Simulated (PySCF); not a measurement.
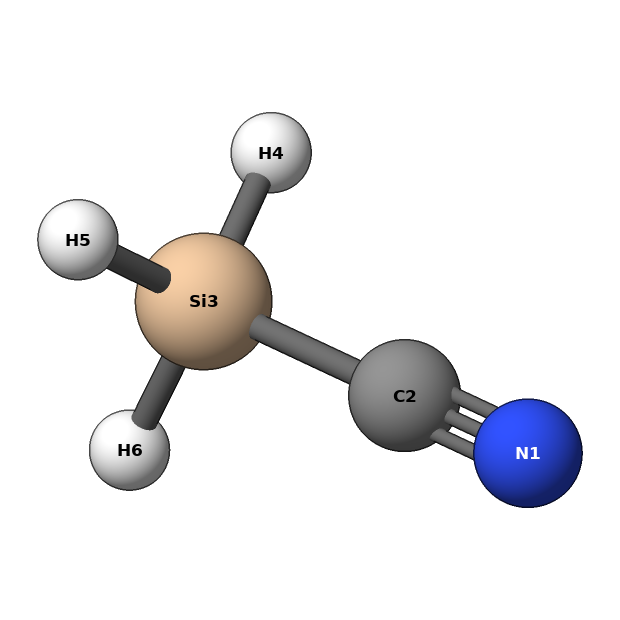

The questions are on Hirshfeld charges. The geometry was computed by an optimisation with GFN2-xTB. No frequency run is at hand to confirm it as a minimum. Method: PBE0/pcSseg-1, gas phase (PySCF 2.14.0).

List the Hirshfeld charges.

| atom | value (e) |
| --- | --- |
| N1 | −0.20 |
| C2 | −0.03 |
| Si3 | 0.38 |
| H4 | −0.05 |
| H5 | −0.05 |
| H6 | −0.05 |

The geometry is semi-empirical. Around Si such bond lengths and angles can be off by a tenth of an ångström or more and by several degrees, and values that hang on the shape move with them.
